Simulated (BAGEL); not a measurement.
**C3H2OS (SMILES O=c1cc1S) at 3 levels**

We compute a comparison of 3 runs (B3LYP/6-31G*, PBE0/6-31G*, RI-MP2/6-31G*) of C3H2OS. 

The calculation is run with BAGEL 1.2.2.

1 further run of the same task is left out (set aside as unsound or not needed). Runs told in other sessions of the task aren't counted.

### Step 1. The molecule

The species is C3H2OS (7 atoms), meant as a singlet with charge 0. SMILES: `O=c1cc1S`. The shape is that of a GFN2-xTB optimisation. This is one conformer, not always the lowest.

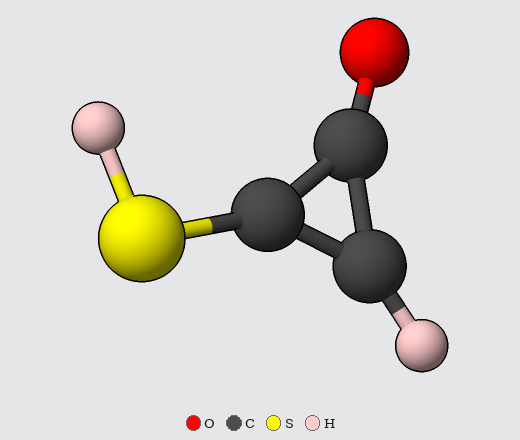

The structure, seen from a chosen angle (oxygen red, carbon dark grey, sulfur yellow, hydrogen pink).

### Step 2. The energy at B3LYP/6-31G(d) (density fitting with qzvpp-jkfit, spherical functions) (run 1)

The input, input.json:

```json
{ "bagel" : [

{
  "title" : "molecule",
  "basis" : "6-31gs.json",
  "df_basis" : "qzvpp-jkfit",
  "angstrom" : "true",
  "geometry" : [
    { "atom" : "O", "xyz" : [   -1.209600,   -1.416590,    1.167310 ] },
    { "atom" : "C", "xyz" : [   -0.338690,   -0.726040,    0.743650 ] },
    { "atom" : "C", "xyz" : [    0.959640,   -0.172460,    0.711880 ] },
    { "atom" : "C", "xyz" : [    0.092660,    0.239170,   -0.253930 ] },
    { "atom" : "S", "xyz" : [   -0.087020,    1.241350,   -1.615290 ] },
    { "atom" : "H", "xyz" : [    1.946640,   -0.081730,    1.103130 ] },
    { "atom" : "H", "xyz" : [   -1.363630,    0.916300,   -1.856740 ] }
  ]
},
{
  "title" : "ks",
  "xc_func" : "b3lyp"
},
{
  "title" : "print",
  "file" : "orbitals.molden",
  "orbitals" : "true"
}

]}
```

The basis set 6-31G* is read from a file made from the Basis Set Exchange's data (not shown).

Command:

```
$ BAGEL_NUM_THREADS=1 BAGEL input.json > input.out
```

Standard output:

```text
* using 1 threads per process

  ===============================================================
  ===============================================================

  *** Geometry ***

[... 20 lines left out ...]
    * Removing 12720 points whose weight is below 1.00e-10
[... 2 lines left out ...]
  === Nuclear Repulsion ===
   182.6414999390

       - DIIS with orbital gradients will be used.

  === KS iteration (b3lyp / 6-31gs.json) ===
      0       -564.03745847          0.14396078           0.32
      1       -556.71870799          0.16603960           0.29
      2       -512.59411643          0.19284276           0.35
[... 19 lines of this table left out ...]
     22       -588.83402771          0.00000000           0.29
    * SCF iteration converged.

    * Permanent dipole moment:
           (   -0.673186,    -0.773734,     0.630695) a.u.

    * METHOD: KS                                   7.31

    * METHOD: PRINT                                0.01

  ===============================================================
```

It took 7.8 s on 1 thread of Intel Xeon at 2.60GHz (Ice Lake), shared host; peak memory 0.36 GiB.

### Step 3. The energy at PBE0/6-31G(d) (density fitting with qzvpp-jkfit, spherical functions) (run 2)

The input, job.json:

```json
{ "bagel" : [

{
  "title" : "molecule",
  "basis" : "6-31gs.json",
  "df_basis" : "qzvpp-jkfit",
  "angstrom" : "true",
  "geometry" : [
    { "atom" : "O", "xyz" : [      -1.209600,      -1.416590,       1.167310 ] },
    { "atom" : "C", "xyz" : [      -0.338690,      -0.726040,       0.743650 ] },
    { "atom" : "C", "xyz" : [       0.959640,      -0.172460,       0.711880 ] },
    { "atom" : "C", "xyz" : [       0.092660,       0.239170,      -0.253930 ] },
    { "atom" : "S", "xyz" : [      -0.087020,       1.241350,      -1.615290 ] },
    { "atom" : "H", "xyz" : [       1.946640,      -0.081730,       1.103130 ] },
    { "atom" : "H", "xyz" : [      -1.363630,       0.916300,      -1.856740 ] }
  ]
},

{
  "title" : "ks",
  "xc_func" : "pbe0"
},

{
  "title" : "print",
  "file" : "orbitals.molden",
  "orbitals" : "true"
}

]}
```

The basis set 6-31G* is read from a file made from the Basis Set Exchange's data (not shown).

Command:

```
$ BAGEL_NUM_THREADS=1 BAGEL job.json > job.out
```

Standard output:

```text
* using 1 threads per process

  ===============================================================
  ===============================================================

  *** Geometry ***

[... 20 lines left out ...]
    * Removing 12720 points whose weight is below 1.00e-10
[... 2 lines left out ...]
  === Nuclear Repulsion ===
   182.6414999390

       - DIIS with orbital gradients will be used.

  === KS iteration (pbe0 / 6-31gs.json) ===
      0       -563.66519290          0.14376803           0.31
      1       -557.04558372          0.16394349           0.28
      2       -513.43591115          0.19317365           0.34
[... 18 lines of this table left out ...]
     21       -588.47010450          0.00000001           0.27
    * SCF iteration converged.

    * Permanent dipole moment:
           (   -0.674793,    -0.773458,     0.629520) a.u.

    * METHOD: KS                                   6.86

    * METHOD: PRINT                                0.01

  ===============================================================
```

Run time: 7.5 s. Hardware: 1 thread of Intel Xeon at 2.60GHz (Ice Lake), shared host; peak memory 0.36 GiB.

### Step 4. A single-point energy at RI-MP2/6-31G(d) (density fitting with qzvpp-jkfit, spherical functions) (run 3)

The input, mp2.json:

```json
{ "bagel" : [

{
  "title" : "molecule",
  "basis" : "6-31gs.json",
  "df_basis" : "qzvpp-jkfit",
  "angstrom" : "true",
  "geometry" : [
    { "atom" : "O", "xyz" : [      -1.209600,      -1.416590,       1.167310 ] },
    { "atom" : "C", "xyz" : [      -0.338690,      -0.726040,       0.743650 ] },
    { "atom" : "C", "xyz" : [       0.959640,      -0.172460,       0.711880 ] },
    { "atom" : "C", "xyz" : [       0.092660,       0.239170,      -0.253930 ] },
    { "atom" : "S", "xyz" : [      -0.087020,       1.241350,      -1.615290 ] },
    { "atom" : "H", "xyz" : [       1.946640,      -0.081730,       1.103130 ] },
    { "atom" : "H", "xyz" : [      -1.363630,       0.916300,      -1.856740 ] }
  ]
},

{ "title" : "hf", "charge" : 0 },

{ "title" : "mp2", "charge" : 0, "ncore" : 9 }

]}
```

The basis set 6-31G* is read from a file made from the Basis Set Exchange's data (not shown).

Command:

```
$ BAGEL_NUM_THREADS=1 BAGEL mp2.json > mp2.out
```

Standard output:

```text
* using 1 threads per process

  ===============================================================
  ===============================================================

  *** Geometry ***

[... 31 lines left out ...]
    * SCF iteration converged.
[... 1 line left out ...]
    * Permanent dipole moment:
[... 2 lines left out ...]
    * METHOD: HF                                   0.94

  *** RHF ***

  === Nuclear Repulsion ===
   182.6414999390

      * DIIS with orbital gradients will be used.

  === RHF iteration (6-31gs.json) ===
      0       -587.04749832          0.00000000           0.05
    * SCF iteration converged.

    * Permanent dipole moment:
           (   -0.877937,    -0.901292,     0.686359) a.u.

  === DF-MP2 calculation ===

    * freezing 9 orbitals
    * 3-index integral transformation done
    * assembly done

      MP2 correlation energy:   -0.6600691762      0.03

      MP2 total energy:       -587.7075674962

    * METHOD: MP2                                  0.14

  ===============================================================
```

It took 1.6 s on 1 thread of Intel Xeon at 2.60GHz (Ice Lake), shared host; peak memory 0.11 GiB.

### Step 5. The series

```tsv
run	level	frozen core orbitals	energy (Eh)	dipole moment (D)	HOMO energy (eV)	LUMO energy (eV)	wall time
1	B3LYP/6-31G* (density fitting with qzvpp-jkfit, spherical functions)	–	-588.834028	3.06	-6.51	-0.78	7.8 s
2	PBE0/6-31G* (density fitting with qzvpp-jkfit, spherical functions)	–	-588.470105	3.06	-6.82	-0.63	7.5 s
3	RI-MP2/6-31G* (density fitting with qzvpp-jkfit, spherical functions)	9	-587.707567	–	–	–	1.6 s
```

### Step 6. Summary of results

| quantity | value |
| --- | --- |
| run 3: total energy | -587.70757 Eh |
| run 3: correlation energy (9 core orbitals frozen) | -660.1 mEh |

In words: Totals of different functionals can't be ranked against each other. All runs together took 17 s, the longest 7.8 s.
